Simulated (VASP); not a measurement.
Shape and ions are relaxed at each volume.

Energy against volume of Sc (hcp). Level of theory: r2SCAN meta-GGA, VASP's PBE PAW potentials (set 64) (plane waves; VASP 6.6.1).

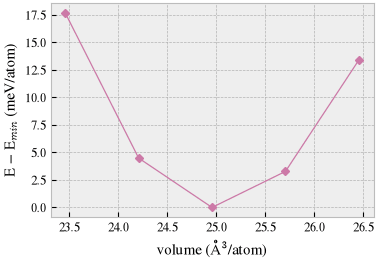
Fig. 1. Energy against volume

Q: Estimate the equilibrium volume and the bulk modulus.

A: The minimum lies near 25.0 Å³/atom, and the curvature gives B0 of about 55 GPa.

The compound is Sc in the hcp structure. It was relaxed first.
